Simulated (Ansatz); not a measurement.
# AlHClO (SMILES [O][AlH][Cl]) at USVWN5/STO-3G

Aim: the energy change on altering one bond length of AlHClO at USVWN5/STO-3G, from 2 runs. 

The results are computed with Ansatz 0.2.0.

60 further runs of the same task are left out: 7 that didn't finish, 53 set aside as unsound or not needed.

## Step 1: The molecule

AlHClO has 4 atoms, charge 0, and is taken as a doublet. As SMILES, `[O][AlH][Cl]`. The shape is that of a PBE0-D4/def2-TZVP optimisation.

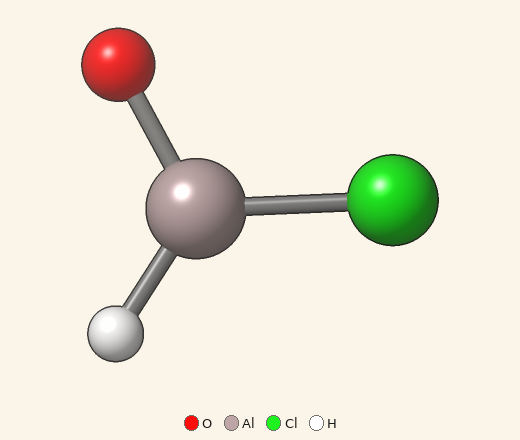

Viewed from a chosen angle; oxygen red, aluminium light grey, chlorine green, hydrogen white.

## Step 2: A single-point energy at USVWN5/STO-3G

Contents of in.yaml:

```yaml
crystal:
  periodic: [false, false, false]
  atoms:
    - {symbol: O, position_ang: [0.290600, -1.035900, 1.350600]}
    - {symbol: Al, position_ang: [0.118400, 0.049000, 0.015600]}
    - {symbol: Cl, position_ang: [-1.573200, -0.210600, -1.168800]}
    - {symbol: H, position_ang: [1.219700, 1.137300, -0.217800]}
basis:
  gaussian: {orbitals: STO-3G}
magnetization: {spin_polarized: true, initial_magnetization: 1}
hamiltonian: {xc: {name: SVWN5}}
accuracy: high
```

On the command line:

```console
ansatz run in.yaml --threads 1 --pin off --max-ram 2610MiB --events-out events.jsonl --progress --plain --runs-dir runs
```

The program printed:

```text
Warning: RAYON_NUM_THREADS=1 ignored (pool sized by the plan → 1); use --threads N
Functional definition: SVWN5
  name "SVWN5"
  exchange = slater_x
  correlation = vwn5_c
432 factors; integrals over basis functions are off by at most 2.4e-8 eV
mean field evaluation 1: about -20849.9563 eV, gradient 2.0e1 eV
mean field evaluation 2: about -20828.1884 eV, gradient 6.4e1 eV
mean field evaluation 4: about -20852.5063 eV, gradient 9.9e0 eV
mean field evaluation 8: about -20853.2435 eV, gradient 8.8e-2 eV
mean field evaluation 16: about -20853.2436 eV, gradient 1.9e-6 eV
mean field evaluation 32: about -20852.5997 eV, gradient 8.9e-4 eV
mean field -20853.24363857 eV, -766.3425688812 hartree, gradient 1.8e-8 eV, S^2 0.755628; 4 other end points of the search recorded, 0 dependent functions left out
reference -20853.24364009 eV, -766.3425689370 hartree; 20, 19 occupied and 4, 5 virtual orbitals, 432 factors
Total energy: -20853.24364009 eV, -766.3425689370 hartree
```

It took 1.7 s on 1 thread of Arm Neoverse V1, shared host; peak memory 0.11 GiB.

## Step 3: The distorted shape at the same level

Contents of molecule.yaml:

```yaml
crystal:
  periodic: [false, false, false]
  atoms:
    - {symbol: O, position_ang: [0.713505, -0.970999, 1.646703]}
    - {symbol: Al, position_ang: [0.541305, 0.113901, 0.311703]}
    - {symbol: Cl, position_ang: [-1.573200, -0.210600, -1.168800]}
    - {symbol: H, position_ang: [1.642605, 1.202201, 0.078303]}
basis:
  gaussian: {orbitals: STO-3G}
hamiltonian: {xc: {name: SVWN5}}
magnetization: {spin_polarized: true, initial_magnetization: 1}
accuracy: high
```

On the command line:

```console
ansatz run molecule.yaml --threads 1 --pin off --max-ram 2610MiB --events-out events.jsonl --progress --plain --runs-dir runs
```

The program printed:

```text
Warning: RAYON_NUM_THREADS=1 ignored (pool sized by the plan → 1); use --threads N
[... 4 set-up lines as earlier in the session ...]
417 factors; integrals over basis functions are off by at most 2.4e-8 eV
mean field evaluation 1: about -20847.4888 eV, gradient 2.1e1 eV
mean field evaluation 2: about -20820.3894 eV, gradient 6.6e1 eV
mean field evaluation 4: about -20849.7732 eV, gradient 1.5e1 eV
mean field evaluation 8: about -20851.7622 eV, gradient 6.4e-2 eV
mean field evaluation 16: about -20851.7231 eV, gradient 4.1e-6 eV
mean field evaluation 32: about -20851.6956 eV, gradient 9.3e-1 eV
mean field evaluation 64: about -20851.3105 eV, gradient 1.0e0 eV
mean field -20851.72307843 eV, -766.2866893269 hartree, gradient 1.9e-8 eV, S^2 0.756870; 10 other end points of the search recorded, 0 dependent functions left out
reference -20851.72308004 eV, -766.2866893858 hartree; 20, 19 occupied and 4, 5 virtual orbitals, 417 factors
Total energy: -20851.72308004 eV, -766.2866893858 hartree
```

Wall time 2.3 s (1 thread of Arm Neoverse V1, shared host); peak memory 0.11 GiB.

## Step 4: Summary of results

At USVWN5/STO-3G:

| quantity | value |
| --- | --- |
| first shape: total energy | -766.34257 Eh |
| first shape: ⟨S²⟩ | 0.756 |
| distorted shape: total energy | -766.28669 Eh |
| distorted shape: ⟨S²⟩ | 0.757 |
| energy change with the Al2–Cl3 bond stretched from 2.081 to 2.602 Å | 1.521 eV |

With the Al2–Cl3 bond stretched from 2.081 to 2.602 Å the energy rises by 1.52 eV (147 kJ/mol). The first shape isn't relaxed at this level, so the change isn't measured from a minimum. The minimal basis adds a large error of its own.
